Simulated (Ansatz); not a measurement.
# MgZn2S3: complex band structure, part 3 of 3

Wanted: the relaxed cell of MgZn2S3, its band edges and its decay constants. It is built by putting Mg for part of the Zn in the ZnS structure of space group R3m, with the volume rescaled by atomic radii. The parent structure comes from the Materials Project.

Ansatz 0.2.0; r2SCAN DFT, plane waves, PAW files (the session's first sound run).

So far, gap on path (eV): step 3 (band edges, r2SCAN) 2.97; step 6 (LDA, cutoff 420 eV) 2.14.

The structure was built from a prototype and need not be the compound's stable phase.

### 7. Complex bands at another level, cutoff 420 eV

This step: LDA DFT, plane waves, PAW files; complex bands by layer matching along the plane's normal (Ansatz 0.2.0).

The complex bands at that level, over its own gap, at (0, 0) and (0.5, 0).

File input.yaml:

```yaml
crystal:
  lattice:
    - [3.869810402, 0.0, 0.0]
    - [1.934905201, 3.351354116, 0.0]
    - [1.934905201, -1.117118039, 9.52637178]
  atoms:
    - { symbol: Mg, position: [4.60288e-05, 0.9999769856, 0.9999309568] }
    - { symbol: Zn, position: [0.441485735, 0.7792571325, 0.3377713975] }
    - { symbol: Zn, position: [0.8923019264, 0.5538490368, 0.6615471104] }
    - { symbol: S, position: [0.1719842252, 0.9140078874, 0.7420236622] }
    - { symbol: S, position: [0.055868227, 0.4720658865, 0.4161976595] }
    - { symbol: S, position: [0.6049658574, 0.6975170713, 0.0925512139] }
kpoints:
  mp_grid: { grid: [8, 8, 8] }
scf:
  occupations: { method: fixed }
hamiltonian:
  xc: lda
output:
  eigenvalues: true
  transmission:
    leads: [[0, 0]]
    kpoints: [[0.0, 0.0], [0.5, 0.0]]
    e_range: [-1.0, 3.14]
    de: 0.1
```

Command:

```sh
ansatz run input.yaml --threads 2 --pin off --max-ram 4096MiB --backend cpu --events-out ev --progress --plain --runs-dir out
```

Numbers of over 12 decimals in the logs are rounded to 6 here.

Log:

```text
[...]
Crystal: 6 atoms, lattice volume = 123.549 Å³
Basis set: ecut = 420 eV, 2437 PW (Γ)
Bands: 32, of which v1, the nominal top of the filled ones, is band 26 counted from 1 (25 counted from 0)
Symmetry: 6 space group operations
[...]
k-points: 65 of 512 (time reversal used)
[...]
SCF iter   1: F=—  HF=-11008.731082 eV  |F-HF|=—  |Δ(HF+E_count)|=         —  Δρ=6.72e-3  dr2=5.03e-2  ethr=1.77e-3  ⟨swp⟩=4.9  Hψ=7465  notcnv=0  defer=248
[...]
SCF iter   7: F=-11008.712497 eV  HF=-11008.712497 eV  |F-HF|=7.93e-9  |Δ(HF+E_count)|=   4.33e-7  Δρ=6.70e-6  dr2=6.58e-8  ethr=1.92e-10  ⟨swp⟩=6.8  Hψ=9312  notcnv=0
SCF 1 converged in 7 iterations: F = -11008.712497 eV  dr2 = 6.58e-8
[...]
transmission: 12 of 24 steps passed
transmission: 24 of 24 steps passed
SCF converged after 7 iterations
Free energy (F): -11008.712497 eV
[...]
Internal energy: -11008.712497 eV  (E = F + TS)
E sigma→0 (E₀):  -11008.712497 eV
Fermi energy:    4.703722 eV
[...]
--- Band table (eV; the first three rows and the last of 65) ---
  k-point 0: bands = [... 22 lower, 4.1905, 4.5988, 4.7037, 4.7037, 6.8481, 7.8317, 9.0600, 11.1418, ... 2 higher]
  k-point 1: bands = [... 22 lower, 4.2103, 4.4579, 4.6957, 4.6957, 6.9737, 7.8279, 9.0639, 11.1284, ... 2 higher]
  k-point 2: bands = [... 22 lower, 4.2551, 4.2551, 4.6744, 4.6744, 7.2592, 7.8213, 9.0610, 11.0988, ... 2 higher]
  k-point 64: bands = [... 22 lower, 2.4444, 2.6932, 3.3384, 3.6071, 9.0389, 9.3037, 10.0522, 10.5075, ... 2 higher]
--- Transmission ---
  basis      : 121 plane waves across, 12 finite elements along
  points     : 2, as listed
[...]
crystal 0  : Mg1S3Zn2, at the sites [0, 0], period 9.5264 Å: whole cells are its period
[...]
channels       : 0.000000e0 a spin
[...]
slowest decay  : 0.1594 /Å at (0.0000, 0.0000)
```

Wall time 14 s (2 threads of Intel Xeon Platinum 8488C (Sapphire Rapids), shared host); peak memory 0.54 GiB; 28 s of CPU time.

This step gave:

| Property | Result |
| --- | --- |
| level to which the leads are filled | 1.072 eV from the Fermi level |
| decay constant at the filling level, zone centre | 0.1594 Å⁻¹ |
| decay constant at the filling level, slowest listed point | 0.1594 Å⁻¹ |

K parallel (0, 0); values up to 1.5 1/Å, a degenerate pair printed once or twice; energies at which all values exceed this have no row. Im kz of the slowest decaying states against energy, zero at the highest filled level on the SCF mesh:

```
energy (eV)  decay 1 (Å⁻¹)  decay 2 (Å⁻¹)  decay 3 (Å⁻¹)  decay 4 (Å⁻¹)
    -1.0000          0.353           1.22           1.38           1.45
    -0.8000           1.20           1.38           1.42              -
    -0.5000           1.19           1.37           1.37              -
    -0.3000          0.145           1.19           1.34           1.35
     0.0000         0.0150         0.0672           1.26           1.30
     0.2000          0.109          0.344           1.25           1.27
     0.5000          0.141          0.488           1.23           1.23
     0.7000          0.152          0.549           1.10           1.20
     1.0000          0.160          0.617          0.983           1.16
     1.2000          0.158          0.652          0.922           1.13
     1.5000          0.146          0.695          0.840           1.08
     1.7000          0.130          0.718          0.787           1.05
     2.0000         0.0812          0.708          0.746           1.01
     2.2000          0.652          0.760          0.976              -
     2.5000          0.558          0.776          0.932              -
     2.7000          0.481          0.782          0.904           1.50
     3.0000         0.0711          0.281          0.786          0.864
```

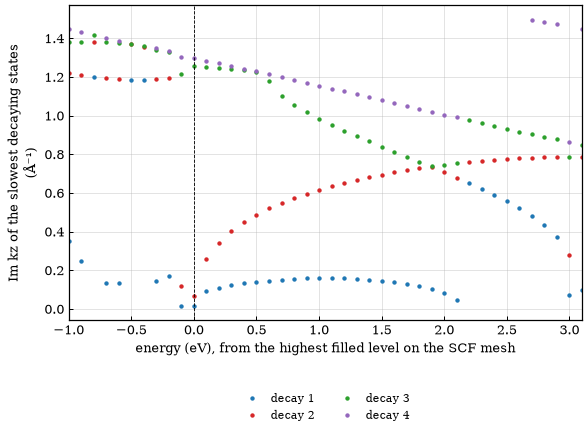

Im kz of the slowest decaying states against energy.

K parallel (0.5, 0); values up to 1.5 1/Å, a degenerate pair printed once or twice; energies at which all values exceed this have no row. Im kz of the slowest decaying states against energy, zero at the highest filled level on the SCF mesh:

```
energy (eV)  decay 1 (Å⁻¹)  decay 2 (Å⁻¹)  decay 3 (Å⁻¹)  decay 4 (Å⁻¹)
     -1.000         0.0840          0.113          0.147           1.24
     -0.500          0.222          0.258          0.266           1.14
      0.000          0.268          0.302          0.415           1.05
      0.500           0.29          0.321          0.489          0.960
      1.000          0.297          0.324          0.532          0.875
      1.500          0.290          0.313          0.556          0.788
      2.000          0.270          0.288          0.566          0.697
      2.500          0.234          0.242          0.567          0.596
      3.000          0.149          0.166          0.477          0.558
```

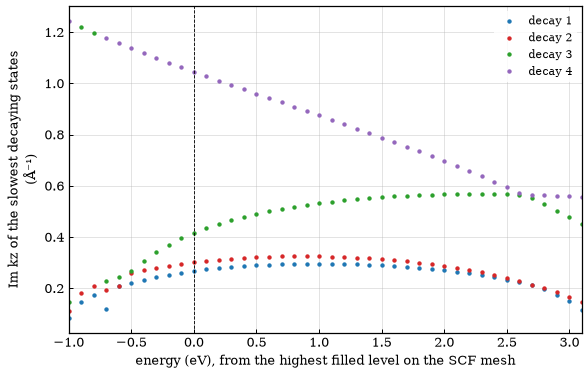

Im kz of the slowest decaying states, plotted against energy.

At the listed wavevectors the last open channel is at -0.20 eV and the next at +2.20 eV on the grid. At +1.10 eV, the grid energy nearest the filling level (the middle of the gap on the SCF mesh), the slowest state at the listed wavevectors decays with κ = 0.159 Å⁻¹, its amplitude falling by e over 6.3 Å; the first such run, plane (001), gave 0.202 Å⁻¹.

### 8. Summary of results

| Item | Value |
| --- | --- |
| band gap | 2.97 eV |
| least decay constant at mid-gap, normal to (001) | 0.202 Å⁻¹ |
| least decay constant at mid-gap, normal to (101) | 0.196 Å⁻¹ |
| least decay constant, LDA | 0.159 Å⁻¹ |

What this shows: With r2SCAN, the slowest decay at the wavevectors tried is κ = 0.196 Å⁻¹, normal to (101). Through such a film the transmission near mid-gap falls as exp(−2κd), a factor of ten every 5.9 Å. The directions tried decay at nearly the same rate. A free electron under a barrier of half the gap would need a mass of 0.098 mₑ to decay at this rate. With LDA the gap goes from 2.97 to 2.14 eV and the decay constant, over the first 2 listed wavevectors, from 0.202 to 0.159 Å⁻¹. The compound is made up by substitution; its stability against other phases and against distortions of the cell's symmetry was not tested. r2SCAN still narrows gaps, if less than LDA and GGA do, so real decay constants are likely larger.

[Logs are printed without paths, hosts, clocks, repeated set-up lines and the standing remarks that a program may print on its own settings, such as how far it seeks lower states.]

[Hosts, paths, dates, database ids (printed as entryN), source tags and the programs' standing remarks are cut or masked in the printed files.]

[New means built here by substitution; the compound itself may be known and measured.]
